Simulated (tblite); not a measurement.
# Geometry relaxation of CH5O2Si2 (part 2 of 2)

CH5O2Si2, multiplicity 2; GFN2-xTB geometry optimisation, gas phase (tblite 0.8.0). 

Geometry of the input (Å):
```
O  -0.9473  0.7255  0.5537
Si -1.7968  -0.5051  -0.2758
O  -0.4129  -0.5858  -1.2933
Si 0.4938  -0.0948  0.1048
C  1.9726  1.0024  -0.2750
H  -1.9900  -1.6673  0.6218
H  -3.0075  -0.0694  -0.9583
H  0.7498  -1.1605  1.0605
H  1.9742  1.9148  0.3810
H  2.9083  0.4291  -0.0608
```

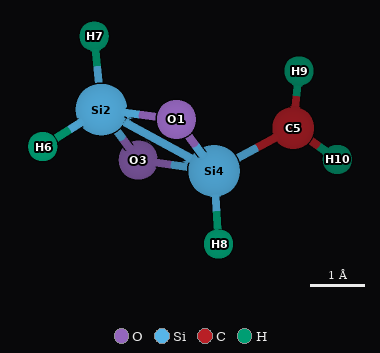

Figure 1. The geometry at step 80 of the log (ball-and-stick view, seen at a tilt; atoms are numbered from 1 in the order of the input).

### Trajectory as extended XYZ, continued
```
10
Properties=species:S:1:pos:R:3:forces:R:3 step=52 energy=-444.85497
O    -0.8531    0.2799    0.9687   -0.0010   0.0080  -0.0160
Si   -1.7222   -0.4290   -0.2590   -0.0150   0.0020   0.0060
O    -0.2905   -1.0377   -0.8572    0.0250   0.0030   0.0070
Si    0.5958   -0.3345    0.3845    0.0070  -0.0260   0.0030
C     1.7386    1.0009   -0.1557   -0.0240  -0.0170  -0.0090
H    -2.5525   -1.4951    0.2519   -0.0060   0.0030  -0.0040
H    -2.2599    0.5638   -1.1610   -0.0050   0.0020   0.0140
H     1.0676   -1.3836    1.2653    0.0070   0.0120  -0.0130
H     1.5076    2.0429   -0.0290    0.0010   0.0160  -0.0060
H     2.7127    0.7811   -0.5500    0.0100  -0.0020   0.0190
10
Properties=species:S:1:pos:R:3:forces:R:3 step=56 energy=-444.85615
O    -0.8450    0.2780    0.9667    0.0060   0.0040   0.0110
Si   -1.7232   -0.4233   -0.2587   -0.0140  -0.0310   0.0390
O    -0.2971   -1.0395   -0.8618    0.0170   0.0040  -0.0070
Si    0.5984   -0.3443    0.3785    0.0090   0.0210  -0.0100
C     1.7355    1.0027   -0.1466   -0.0040  -0.0320  -0.0270
H    -2.5577   -1.4776    0.2704   -0.0050  -0.0040  -0.0230
H    -2.2646    0.5671   -1.1596   -0.0010   0.0180   0.0020
H     1.0898   -1.4037    1.2353   -0.0200   0.0180  -0.0010
H     1.4747    2.0447   -0.0865    0.0060  -0.0250  -0.0050
H     2.7333    0.7847   -0.4790    0.0050   0.0270   0.0210
10
Properties=species:S:1:pos:R:3:forces:R:3 step=60 energy=-444.85716
O    -0.8333    0.2705    0.9750   -0.0050  -0.0170   0.0060
Si   -1.7183   -0.4185   -0.2517   -0.0060   0.0340  -0.0300
O    -0.2971   -1.0406   -0.8641   -0.0380  -0.0040   0.0170
Si    0.6043   -0.3557    0.3762   -0.0060  -0.0240  -0.0020
C     1.7261    0.9974   -0.1541    0.0600   0.0280  -0.0140
H    -2.5684   -1.4592    0.2730   -0.0140  -0.0460  -0.0060
H    -2.2486    0.5797   -1.1536    0.0080  -0.0030   0.0280
H     1.1010   -1.4199    1.2219   -0.0180   0.0130   0.0110
H     1.4317    2.0314   -0.1398    0.0000   0.0090  -0.0150
H     2.7468    0.8039   -0.4241    0.0190   0.0090   0.0050
10
Properties=species:S:1:pos:R:3:forces:R:3 step=64 energy=-444.85865
O    -0.8255    0.2686    0.9752    0.0010  -0.0110   0.0000
Si   -1.7232   -0.4141   -0.2458    0.0040  -0.0020   0.0030
O    -0.3091   -1.0440   -0.8660   -0.0010   0.0150  -0.0110
Si    0.6072   -0.3618    0.3647    0.0020  -0.0050  -0.0070
C     1.7342    0.9943   -0.1556   -0.1220   0.0880   0.0150
H    -2.5713   -1.4588    0.2791   -0.0030  -0.0110  -0.0150
H    -2.2517    0.5891   -1.1428    0.0010  -0.0020   0.0260
H     1.1042   -1.4306    1.2033   -0.0110   0.0110   0.0170
H     1.4080    2.0208   -0.1944    0.0350  -0.0560  -0.0190
H     2.7715    0.8253   -0.3592    0.0950  -0.0270  -0.0100
10
Properties=species:S:1:pos:R:3:forces:R:3 step=68 energy=-444.85978
O    -0.8205    0.2677    0.9733   -0.0060  -0.0110   0.0020
Si   -1.7303   -0.4138   -0.2387    0.0090  -0.0180   0.0120
O    -0.3208   -1.0405   -0.8735    0.0170   0.0150  -0.0260
Si    0.6078   -0.3629    0.3489    0.0030   0.0170  -0.0020
C     1.7408    0.9934   -0.1612   -0.0340   0.0350   0.0180
H    -2.5740   -1.4640    0.2848    0.0120   0.0060  -0.0120
H    -2.2678    0.5898   -1.1287   -0.0040   0.0110   0.0170
H     1.1075   -1.4320    1.1844   -0.0050  -0.0030   0.0220
H     1.4061    2.0139   -0.2421    0.0220  -0.0300  -0.0280
H     2.7954    0.8373   -0.2886   -0.0130  -0.0210  -0.0030
10
Properties=species:S:1:pos:R:3:forces:R:3 step=72 energy=-444.86114
O    -0.8163    0.2503    0.9817   -0.0250  -0.0040   0.0150
Si   -1.7299   -0.4187   -0.2306   -0.0010   0.0290  -0.0440
O    -0.3209   -1.0283   -0.8888   -0.0010   0.0100   0.0280
Si    0.6107   -0.3649    0.3381   -0.0080   0.0100   0.0410
C     1.7412    0.9952   -0.1632   -0.0590   0.0420   0.0040
H    -2.5814   -1.4706    0.2722    0.0260  -0.0280   0.0060
H    -2.2715    0.6014   -1.0983   -0.0130   0.0180  -0.0030
H     1.1050   -1.4263    1.1870    0.0110  -0.0130  -0.0170
H     1.4081    2.0090   -0.3081   -0.0080  -0.0430  -0.0160
H     2.7994    0.8417   -0.2314    0.0780  -0.0200  -0.0130
10
Properties=species:S:1:pos:R:3:forces:R:3 step=76 energy=-444.86295
O    -0.8168    0.2334    0.9952   -0.0040   0.0170   0.0190
Si   -1.7271   -0.4146   -0.2326   -0.0010   0.0000   0.0110
O    -0.3184   -1.0197   -0.8904    0.0150   0.0200   0.0160
Si    0.6123   -0.3693    0.3481   -0.0120   0.0110   0.0380
C     1.7383    0.9980   -0.1487    0.0400  -0.0360  -0.0500
H    -2.5795   -1.4700    0.2662    0.0300  -0.0010  -0.0280
H    -2.2571    0.6283   -1.0799   -0.0250   0.0040  -0.0130
H     1.1078   -1.4421    1.1805    0.0150  -0.0110  -0.0140
H     1.3801    1.9847   -0.3883    0.0250  -0.0240   0.0040
H     2.8045    0.8601   -0.1916   -0.0820   0.0200   0.0160
10
Properties=species:S:1:pos:R:3:forces:R:3 step=80 energy=-444.86573
O    -0.8252    0.2209    1.0108    0.0060   0.0230   0.0080
Si   -1.7293   -0.4126   -0.2335   -0.0010   0.0050   0.0340
O    -0.3163   -0.9891   -0.9000   -0.0050   0.0110   0.0090
Si    0.6070   -0.3609    0.3580    0.0050   0.0050   0.0000
C     1.7412    0.9934   -0.1536    0.0450  -0.0670   0.0060
H    -2.5586   -1.4936    0.2486    0.0070   0.0060  -0.0320
H    -2.2798    0.6498   -1.0436   -0.0100  -0.0160  -0.0120
H     1.1053   -1.4449    1.1725    0.0160  -0.0160  -0.0040
H     1.3912    1.9544   -0.4831   -0.0150   0.0430  -0.0180
H     2.8085    0.8714   -0.1176   -0.0470   0.0060   0.0100
10
Properties=species:S:1:pos:R:3:forces:R:3 step=84 energy=-444.86670
O    -0.8246    0.2226    1.0172    0.0080   0.0060   0.0000
Si   -1.7314   -0.4073   -0.2272    0.0000   0.0010   0.0150
O    -0.3194   -0.9767   -0.9009   -0.0010  -0.0040  -0.0080
Si    0.6066   -0.3594    0.3584    0.0030  -0.0040  -0.0070
C     1.7443    0.9877   -0.1616   -0.0300   0.0210   0.0220
H    -2.5508   -1.5021    0.2382   -0.0080   0.0030  -0.0050
H    -2.2944    0.6515   -1.0332    0.0010  -0.0050  -0.0030
H     1.1090   -1.4484    1.1647    0.0020  -0.0020  -0.0030
H     1.3966    1.9419   -0.5188    0.0080  -0.0180  -0.0080
H     2.8084    0.8790   -0.0782    0.0180   0.0030  -0.0020
10
Properties=species:S:1:pos:R:3:forces:R:3 step=88 energy=-444.86724
O    -0.8230    0.2154    1.0285   -0.0010  -0.0070  -0.0050
Si   -1.7312   -0.4033   -0.2198   -0.0020  -0.0050  -0.0070
O    -0.3200   -0.9687   -0.9000    0.0010  -0.0020  -0.0030
Si    0.6080   -0.3612    0.3617    0.0010  -0.0050   0.0000
C     1.7415    0.9910   -0.1541    0.0160   0.0050  -0.0060
H    -2.5547   -1.5040    0.2249    0.0020   0.0130   0.0080
H    -2.2901    0.6607   -1.0220   -0.0020   0.0000   0.0040
H     1.1149   -1.4558    1.1573   -0.0020   0.0030  -0.0010
H     1.3927    1.9215   -0.5687    0.0150  -0.0190   0.0080
H     2.8061    0.8932   -0.0491   -0.0280   0.0180   0.0010
10
Properties=species:S:1:pos:R:3:forces:R:3 step=92 energy=-444.86749
O    -0.8237    0.2102    1.0340    0.0020  -0.0070  -0.0020
Si   -1.7332   -0.4025   -0.2167    0.0100   0.0010  -0.0080
O    -0.3221   -0.9563   -0.9053    0.0030  -0.0040  -0.0080
Si    0.6069   -0.3592    0.3604    0.0070   0.0070  -0.0070
C     1.7450    0.9898   -0.1539    0.0080  -0.0030  -0.0010
H    -2.5490   -1.5117    0.2168   -0.0140  -0.0070   0.0220
H    -2.3021    0.6668   -1.0028   -0.0060   0.0160  -0.0110
H     1.1130   -1.4574    1.1500    0.0070  -0.0120   0.0080
H     1.4034    1.8999   -0.6154    0.0000   0.0030   0.0000
H     2.8059    0.9093   -0.0084   -0.0170   0.0060   0.0070
10
Properties=species:S:1:pos:R:3:forces:R:3 step=96 energy=-444.86800
O    -0.8147    0.2019    1.0365   -0.0100  -0.0070   0.0090
Si   -1.7315   -0.3994   -0.2153    0.0020   0.0010   0.0080
O    -0.3243   -0.9496   -0.9134   -0.0040  -0.0080  -0.0040
Si    0.6120   -0.3663    0.3550   -0.0080   0.0030  -0.0050
C     1.7457    0.9877   -0.1547   -0.0230  -0.0040  -0.0050
H    -2.5535   -1.5038    0.2219    0.0060  -0.0050   0.0100
H    -2.3093    0.6767   -0.9863    0.0110   0.0120  -0.0130
H     1.1182   -1.4711    1.1358    0.0040  -0.0050  -0.0020
H     1.4040    1.8668   -0.6721    0.0030   0.0160  -0.0080
H     2.7976    0.9458    0.0512    0.0200  -0.0030   0.0100
10
Properties=species:S:1:pos:R:3:forces:R:3 step=100 energy=-444.86817
O    -0.8144    0.1970    1.0395   -0.0030   0.0020  -0.0030
Si   -1.7318   -0.3986   -0.2146   -0.0050   0.0020   0.0010
O    -0.3257   -0.9506   -0.9139   -0.0020  -0.0010   0.0070
Si    0.6120   -0.3683    0.3541   -0.0010  -0.0010  -0.0020
C     1.7434    0.9886   -0.1544    0.0180  -0.0040   0.0010
H    -2.5568   -1.4990    0.2272    0.0070  -0.0040   0.0010
H    -2.3040    0.6777   -0.9913    0.0140   0.0000   0.0040
H     1.1227   -1.4738    1.1318   -0.0030   0.0040  -0.0080
H     1.4028    1.8659   -0.6763    0.0030   0.0050  -0.0020
H     2.7959    0.9499    0.0565   -0.0270  -0.0020   0.0000
10
Properties=species:S:1:pos:R:3:forces:R:3 step=104 energy=-444.86833
O    -0.8126    0.1893    1.0452    0.0070   0.0110   0.0020
Si   -1.7331   -0.3965   -0.2103    0.0040  -0.0080   0.0000
O    -0.3291   -0.9463   -0.9160   -0.0060  -0.0010  -0.0110
Si    0.6123   -0.3703    0.3502   -0.0030   0.0080   0.0040
C     1.7426    0.9880   -0.1571   -0.0090   0.0140  -0.0050
H    -2.5564   -1.4997    0.2259   -0.0030  -0.0080   0.0020
H    -2.3021    0.6859   -0.9798    0.0040   0.0060  -0.0020
H     1.1256   -1.4785    1.1212    0.0030  -0.0060   0.0020
H     1.4110    1.8471   -0.7151    0.0050  -0.0130   0.0070
H     2.7859    0.9698    0.0945    0.0000  -0.0030   0.0010
10
Properties=species:S:1:pos:R:3:forces:R:3 step=108 energy=-444.86838
O    -0.8121    0.1885    1.0467    0.0010  -0.0010  -0.0010
Si   -1.7336   -0.3968   -0.2094    0.0000  -0.0010   0.0010
O    -0.3304   -0.9432   -0.9179    0.0000   0.0000   0.0010
Si    0.6117   -0.3697    0.3500    0.0000   0.0010   0.0000
C     1.7422    0.9887   -0.1566    0.0010  -0.0020   0.0010
H    -2.5554   -1.5022    0.2256    0.0010   0.0020   0.0000
H    -2.3019    0.6896   -0.9741    0.0000  -0.0010   0.0000
H     1.1262   -1.4808    1.1167   -0.0010   0.0020  -0.0010
H     1.4154    1.8380   -0.7312    0.0000   0.0000   0.0000
H     2.7822    0.9769    0.1089   -0.0030   0.0000  -0.0010
```

### Results in brief

- outcome: converged
- total energy: −444.8684 eV
- wall time: 1.3 s
- peak memory: 0.18 GiB
